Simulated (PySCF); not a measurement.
```
atom    x (Å)    y (Å)    z (Å)
   N  -1.2297  -0.0749  -0.2258
   B   0.0579  -0.3959   0.2558
   N   1.2008   0.3937   0.0061
   H  -2.0284  -0.6627  -0.0426
   H  -1.4426   0.7316  -0.7965
   H   0.1885  -1.4022   0.9215
   H   2.1099   0.1429   0.3630
   H   1.1987   1.2482  -0.5338
```

Geometry: PBE0-D3(BJ)/def2-SVP.

These are results of B3LYP/def2-SVPD, SCF density, gas phase in PySCF 2.14.0, not measurements.

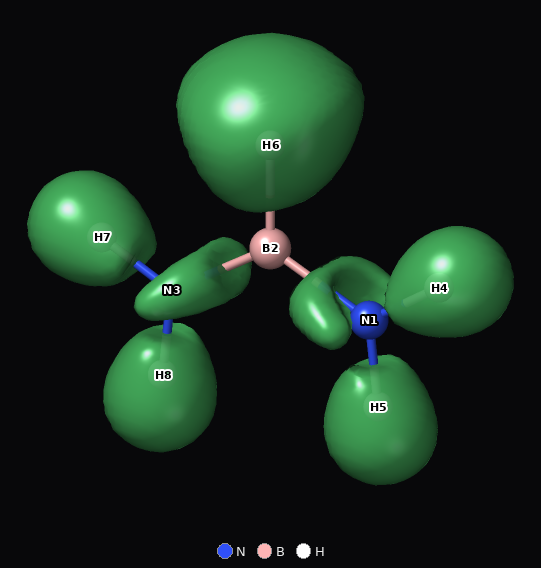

BH5N2 (SMILES NBN). Isosurface of the electron localisation function at 0.85 (green), seen at a tilt. Core shells and regions of very low density are left out.

Question: What do the ELF domains correspond to?

Answer: The ELF exceeds this value in two regions between bonded B–N atoms (shared pairs) and five regions around hydrogen nuclei. Profiles from the grid: B–N (1.41 Å): the ELF peaks at about 0.95 between the atoms; a short, strongly polar bond. N–H (1.01 Å): the ELF climbs to about 1 towards the hydrogen, as it does in any bond to H; a covalent bond by its length.
